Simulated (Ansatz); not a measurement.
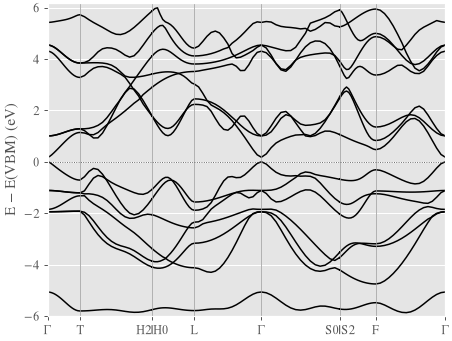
Figure: Band structure from PBE (plane waves, PAW; program Ansatz)

Q: Read off the gap and where the band edges lie.

A: About 0.2 eV (0.18 eV by a search for the band edges); maximum at Γ, minimum at Γ.

Q: Pick the material that matches.
(A) Te2W, R3m (W on 3a, Te on 3a, Te on 3a)
(B) GeS2, R-3m (Ge on 3a, S on 6c)
(C) TlSbTe2, R-3m (Te on 6c, Sb on 3b, Tl on 3a)
(D) SnS2, R-3m (Sn on 3a, S on 6c)

A: C, TlSbTe2, R-3m (Te on 6c, Sb on 3b, Tl on 3a)

The workflow started from an entry of the Crystallography Open Database (COD). Whether it is the stable phase at ambient conditions was not checked. The cell was relaxed with PBE under the symmetry of its start; its stability against distortions is not shown here. Spin–orbit coupling is left out wherever it is not named.

Potentials: the later of the program's two PAW sets.
